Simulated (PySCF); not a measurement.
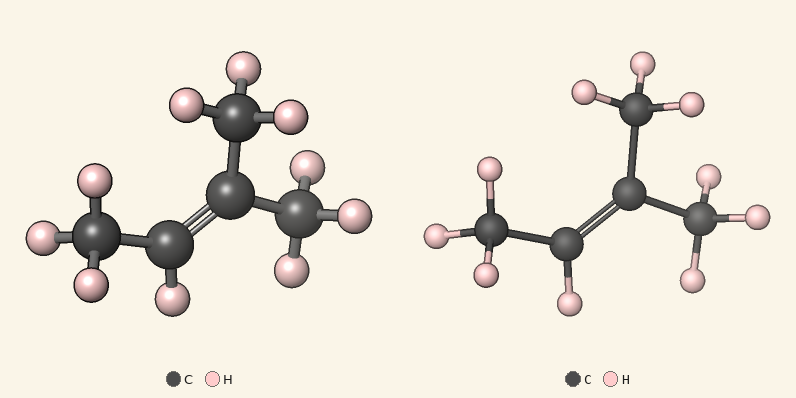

Both panels show the same species.

Computed geometry: PBE0-D3(BJ)/def2-TZVP optimisation. No frequency run is at hand to confirm it as a minimum.

Description:

It has 15 atoms: 5 carbon and 10 hydrogen (C5H10). SMILES: `CC=C(C)C`. It has no ring. Among its groups: alkene. Coordination: 3 C tetrahedral; 2 C trigonal planar.

The parts below concern this one geometry. Atoms keep their numbers from picture to picture.

### Shape

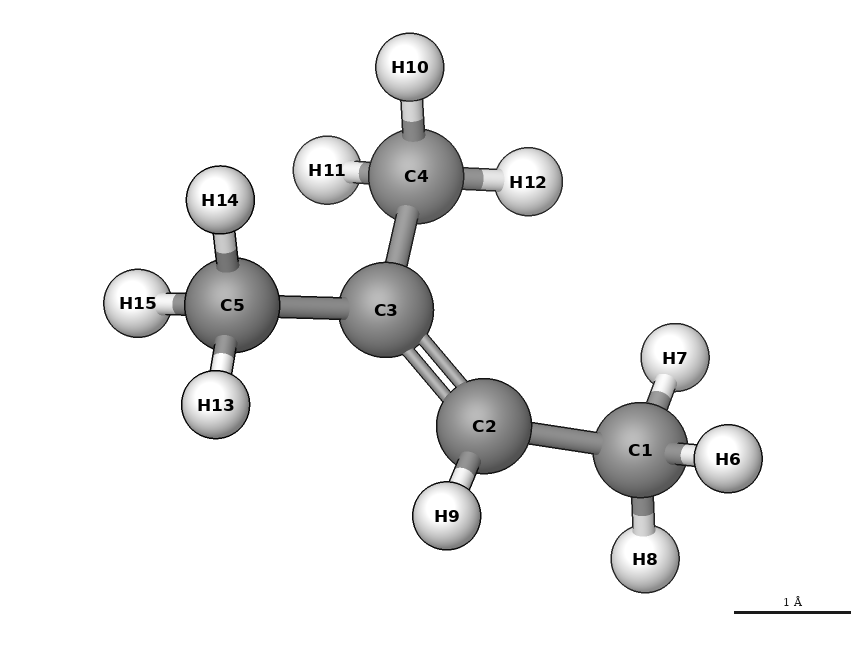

The atoms are numbered. No frequency run is at hand to confirm it as a minimum.

Give these bond angles: C2–C1–H6, C2–C1–H7, C2–C1–H8, C1–C2–C3, C1–C2–H9, C3–C2–H9, C2–C3–C4, C2–C3–C5, C4–C3–C5, C3–C4–H10, C3–C4–H11, C3–C4–H12, C3–C5–H13, C3–C5–H14.

```json
{"angle": "C2–C1–H6", "degrees": "110.8"}
{"angle": "C2–C1–H7", "degrees": "113.1"}
{"angle": "C2–C1–H8", "degrees": "110.8"}
{"angle": "C1–C2–C3", "degrees": "128.2"}
{"angle": "C1–C2–H9", "degrees": "115.0"}
{"angle": "C3–C2–H9", "degrees": "116.8"}
{"angle": "C2–C3–C4", "degrees": "124.8"}
{"angle": "C2–C3–C5", "degrees": "120.8"}
{"angle": "C4–C3–C5", "degrees": "114.4"}
{"angle": "C3–C4–H10", "degrees": "110.4"}
{"angle": "C3–C4–H11", "degrees": "110.4"}
{"angle": "C3–C4–H12", "degrees": "113.4"}
{"angle": "C3–C5–H13", "degrees": "111.8"}
{"angle": "C3–C5–H14", "degrees": "110.9"}
```

### Charges

The questions are on IAO charges. No frequency run is at hand to confirm it as a minimum. Method: PBE0/pcSseg-2, gas phase (PySCF 2.14.0).

Question: Which atom carries the highest charge (most positive or least negative)?

Answer: H6, H8, H10, H11, H13 (0.15 e).

Question: And the lowest?

Answer: C1, C4, C5 (−0.43 e).

Give the IAO charges atom by atom.

```csv
atom,value (e)
C1,−0.43
C2,−0.17
C3,0.02
C4,−0.43
C5,−0.43
H6,0.15
H7,0.14
H8,0.15
H9,0.13
H10,0.15
H11,0.15
H12,0.14
H13,0.15
H14,0.14
H15,0.14
```

### NMR shielding

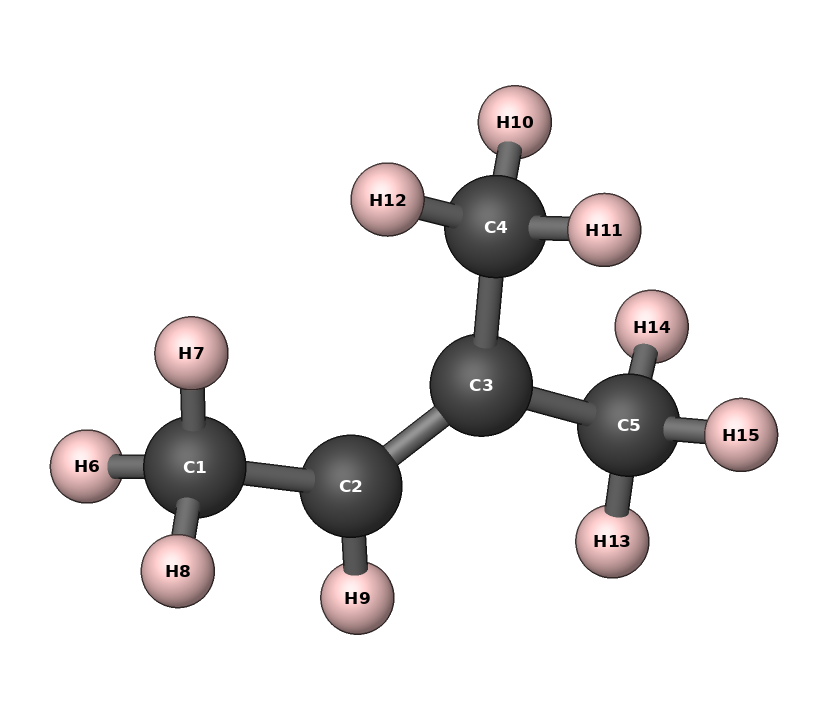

No frequency run is at hand to confirm it as a minimum. Properties computed with GIAO PBE0/pcSseg-2 NMR shielding, non-relativistic, gas phase (PySCF 2.14.0). Principal shieldings σ11 ≤ σ22 ≤ σ33, span Ω = σ33 − σ11, skew κ = 3(σiso − σ22)/Ω.

Question: Which C atom has the most anisotropic shielding?

Answer: C3, with a span of 233 ppm.

Give the shielding tensors of the C atoms.

| atom | σ11 | σ22 | σ33 | σiso | Ω | κ |
| --- | --- | --- | --- | --- | --- | --- |
| C1 | 154.0 | 169.8 | 184.8 | 169.5 | 30.8 | −0.03 |
| C2 | −47.8 | 73.8 | 138.2 | 54.8 | 186.1 | −0.31 |
| C3 | −75.6 | 42.5 | 157.2 | 41.4 | 232.8 | −0.01 |
| C4 | 149.3 | 167.0 | 184.6 | 167.0 | 35.3 | 0.00 |
| C5 | 135.0 | 147.0 | 187.4 | 156.5 | 52.4 | 0.54 |

Shieldings and span in ppm.

### Excitation

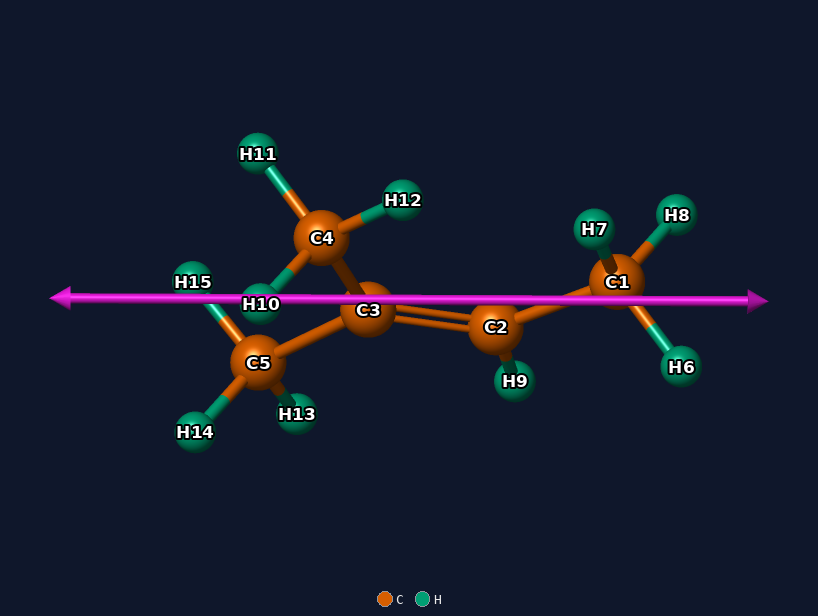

The double arrow shows the direction of the transition dipole to excited singlet state 6 (its length means nothing). No frequency run is at hand to confirm it as a minimum. Level of theory: TDDFT PBE0/aug-cc-pVTZ, vertical, gas phase, core orbitals frozen in the response (PySCF 2.14.0).

Question: Where does the transition lie, and how strong is it?

Answer: 6.78 eV (183 nm), oscillator strength 0.18, mainly HOMO → LUMO+4 (weight 0.80); transition dipole 2.66 D.
